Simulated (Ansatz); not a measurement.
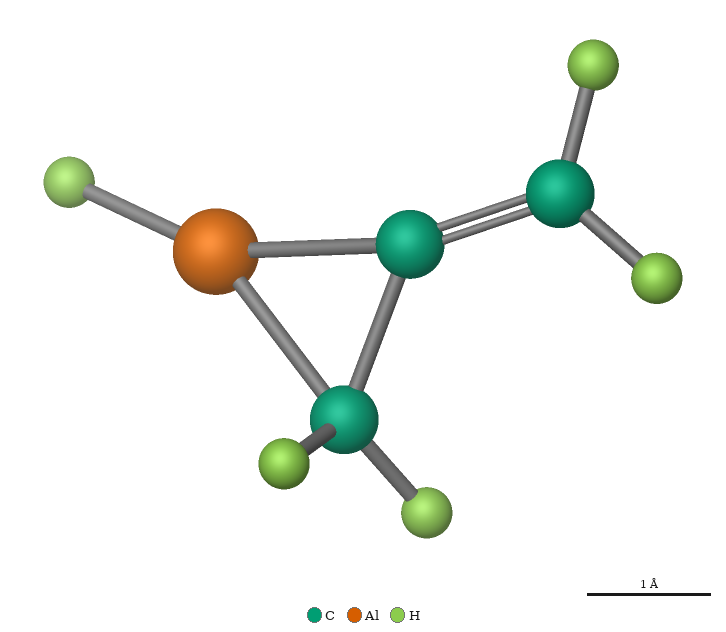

The picture shows a molecular structure as a ball-and-stick model. Multiple sticks mark multiple bonds (one Kekulé form).

The computed structure is the end point of a PBE0-D4/def2-TZVP optimisation.

Question: Count the atoms of each element.

Answer: C₃H₅Al, 9 atoms: 3 carbon, 5 hydrogen and 1 aluminium.

Question: What is its SMILES?

Answer: C=[C]1[CH2][AlH]1

Question: What is the point group of this geometry?

Answer: C1.

Question: How many bonds of each kind are drawn?

Answer: 4 C–H, 2 C–C, 2 C–Al, 1 Al–H.

Question: Name some functional groups or characteristic bonds that it holds.

Answer: Among them: alkene.

The parts below concern this one geometry. Atoms keep their numbers from picture to picture.

**Shape**

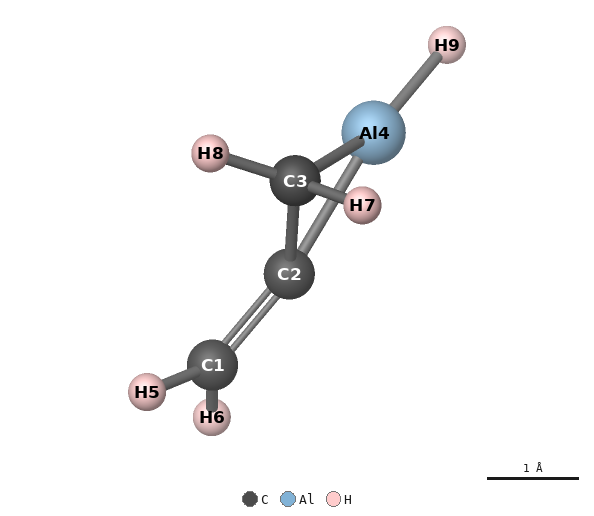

Atoms carry their numbers in the input.

Question: What is the geometry at C1?

Answer: C1 has 3 neighbours (C2 at 1.33, H5 at 1.09, H6 at 1.09 Å); the arrangement is trigonal planar.

Question: Which bond is the longest?

Answer: C3–Al4, 1.925 Å.

Question: What is the dihedral angle C1–C2–C3–Al4?

Answer: 159° in size, that is anti.

**Charges**

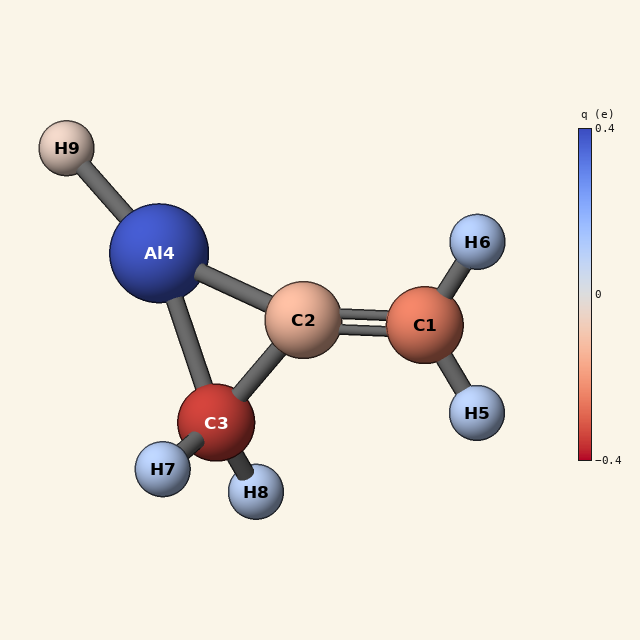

Atoms are coloured by their Mulliken charges. Method: RKS ωB97M-V/def2-TZVPP (Ansatz 0.2.0).

Question: Which atom carries the highest charge (most positive or least negative)?

Answer: Al4 (0.37 e).

Question: And the lowest?

Answer: C3 (−0.34 e).

List the Mulliken charges.

| atom | value (e) |
| --- | --- |
| C1 | −0.24 |
| C2 | −0.13 |
| C3 | −0.34 |
| Al4 | 0.37 |
| H5 | 0.09 |
| H6 | 0.11 |
| H7 | 0.10 |
| H8 | 0.09 |
| H9 | −0.05 |

**Thermal motion**

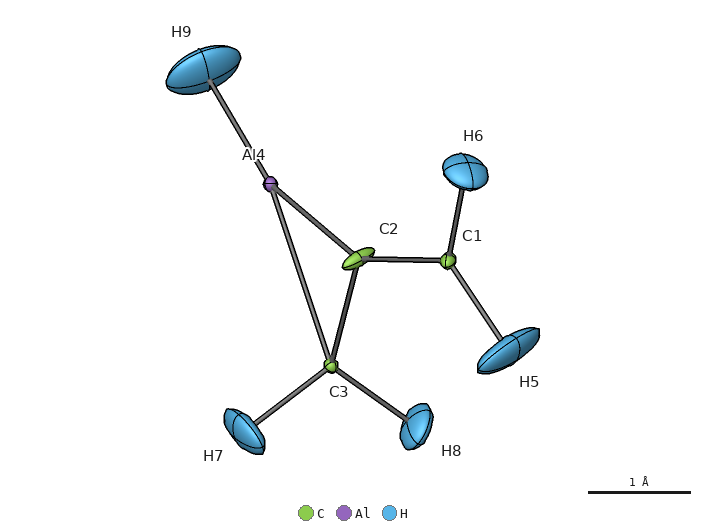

Displacement ellipsoids at the 50 % level, from the internal vibrations of the free molecule (harmonic, no overall translation or rotation; no half-axis is drawn under 0.075 Å). Vibrations computed with RKS PBE0-D4/def2-TZVP (Ansatz 0.2.0). Temperature: 298 K.

Question: Which atom has the largest mean-square displacement?

Answer: H9, with U_eq = 0.0376 Å².

Question: Does H5 move more along its bond or across it?

Answer: Across it: the root-mean-square amplitude is 0.085 Å along the bond and up to 0.275 Å across, since bending and torsion are softer than stretching.

List U_eq and the three principal root-mean-square amplitudes for each kind of atom.

```
atom  U_eq (Å²)   rms amplitudes (Å)
  C1     0.0025  0.031, 0.036, 0.073
  C2     0.0065  0.032, 0.050, 0.126
  C3     0.0015  0.026, 0.041, 0.046
 Al4    0.00068  0.017, 0.021, 0.036
  H5     0.0346  0.080, 0.147, 0.275
  H6     0.0179  0.078, 0.146, 0.163
  H7     0.0261  0.076, 0.143, 0.229
  H8     0.0205  0.076, 0.146, 0.186
  H9     0.0376  0.095, 0.197, 0.254
```

**Levels of theory compared**

Program: Ansatz 0.2.0.

Compare HOMO energy (eV) at these levels: B3LYP-D4/def2-TZVPP; B97M-V/def2-TZVPP; BHLYP-D4/def2-TZVPP; HSE06 (plane-wave form)-D4/def2-TZVPP; ωB97M-V/def2-QZVPP; ωB97M-V/def2-SVP; ωB97M-V/def2-TZVPP.

```
                                level  HOMO energy (eV)
                  B3LYP-D4/def2-TZVPP             −6.15
                    B97M-V/def2-TZVPP             −5.48
                  BHLYP-D4/def2-TZVPP             −7.34
HSE06 (plane-wave form)-D4/def2-TZVPP             −5.94
                   ωB97M-V/def2-QZVPP             −8.50
                     ωB97M-V/def2-SVP             −8.41
                   ωB97M-V/def2-TZVPP             −8.48
```

Mulliken values depend strongly on the basis set and can even reverse the polarity of a bond.
